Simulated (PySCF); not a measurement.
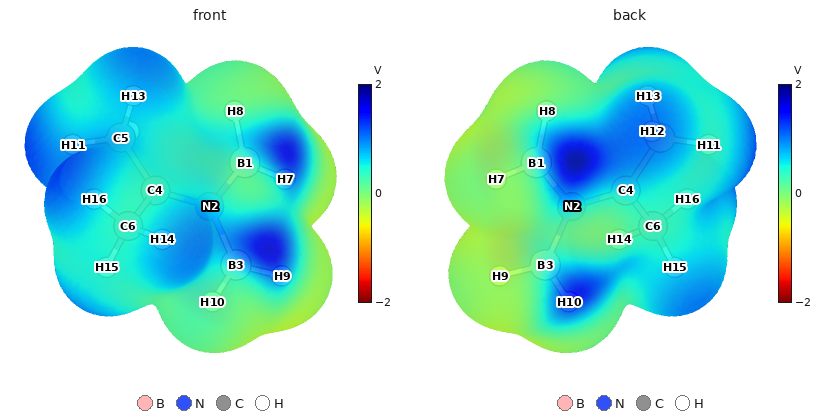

*C3H10B2N (SMILES BN(B)[C](C)C) (doublet). The electrostatic potential painted on the density surface at 0.004 e/bohr³, seen from the front and from behind; red is negative and blue positive.*

Geometry: GFN2-xTB.

Level of theory: UKS B3LYP, pcH-1 on B C H N, non-relativistic, mean-field spin-orbit, GIAO in PySCF 2.14.0, density-fitted response routines.

```xyz
16

B     1.2952    1.4690    0.5067
N     0.8531    0.1890    0.0216
B     1.8648   -0.7810   -0.2863
C    -0.4858   -0.1088   -0.0367
C    -1.4979    0.9824   -0.1066
C    -0.9739   -1.5159   -0.0760
H     2.4043    1.7876    0.3324
H     0.5658    2.1654    1.1010
H     2.9835   -0.4501   -0.2462
H     1.5891   -1.8765   -0.5882
H    -2.3824    0.6380   -0.6412
H    -1.0923    1.8554   -0.6165
H    -1.8209    1.3038    0.8892
H    -0.4138   -2.1464    0.6145
H    -0.8691   -1.9547   -1.0735
H    -2.0272   -1.5483    0.1947
```

**Describe the electrostatic potential map.**

The most negative region (about −0.3 V) lies over H7 and H9, the most positive (about +1.6 V) over B1 and B3.
